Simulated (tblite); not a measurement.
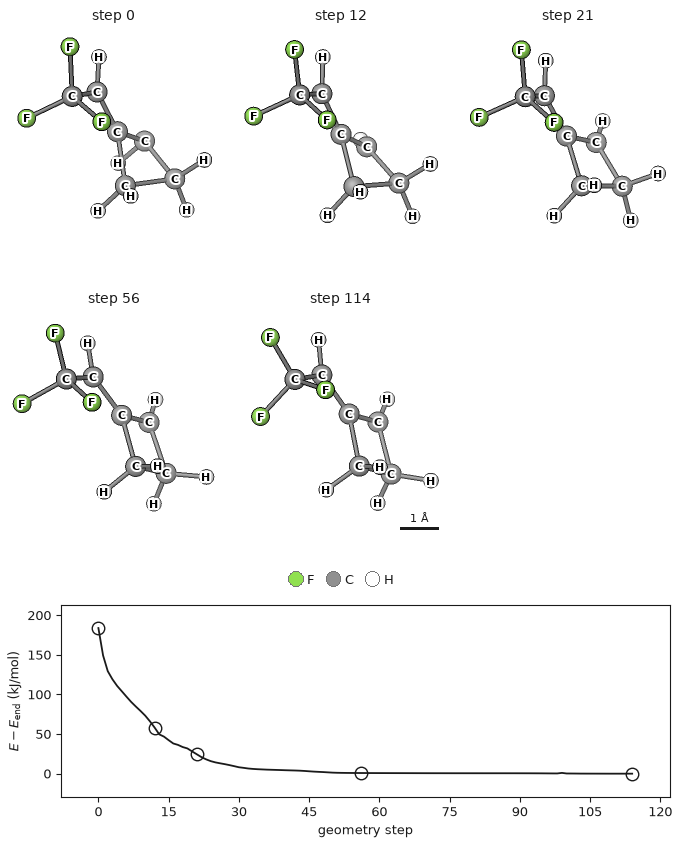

Frames of a relaxation of C₆H₆F₃ (multiplicity 2), marked on the history of the run. The picture is a ball-and-stick view, seen from a free direction.

These are results of tblite, GFN2-xTB geometry optimisation, gas phase, not measurements. 

Describe the path.

Over 114 geometry steps the energy falls by 183.9 kJ/mol. An H atom moves most after the best rigid fit: 1.68 Å. Largest moves by element: H 1.68 Å, F 0.78 Å, C 0.50 Å. Some distances before and after: C–C 1.503 → 1.389 Å, C–F 1.418 → 1.340 Å, C–H 1.125 → 1.073 Å, C–C 1.537 → 1.489 Å. Among the angles between lasting bonds that change: C–C–H 106.6° → 133.7°, C–C–H 107.3° → 132.6°, C–C–C 84.1° → 93.7°. The run took 0.57 s on 1 thread of Arm Neoverse V2 (shared host). From step 0 to 12: an H atom moves most (0.85 Å), energy −125.6 kJ/mol. From step 12 to 21: an H atom moves most (0.65 Å), energy −33.7 kJ/mol. From step 21 to 56: H atoms move most (0.64 Å), energy −23.7 kJ/mol. From step 56 to 114: an F atom moves most (0.48 Å), energy −0.82 kJ/mol.

| step | E − E(0), kJ/mol |
| --- | --- |
| 0 | 0.00 |
| 1 | -34.60 |
| 2 | -54.44 |
| 3 | -64.71 |
| 4 | -73.06 |
| 5 | -79.83 |
| 6 | -86.67 |
| 7 | -93.31 |
| 8 | -99.14 |
| 9 | -104.71 |
| 10 | -110.63 |
| 15 | -141.59 |
| 21 | -159.35 |
| 26 | -170.82 |
| 32 | -177.38 |
| 37 | -178.99 |
| 43 | -180.12 |
| 48 | -181.88 |
| 54 | -183.02 |
| 59 | -183.15 |
| 65 | -183.23 |
| 70 | -183.30 |
| 76 | -183.35 |
| 81 | -183.36 |
| 87 | -183.38 |
| 92 | -183.42 |
| 98 | -183.62 |
| 103 | -183.81 |
| 109 | -183.90 |
| 114 | -183.90 |
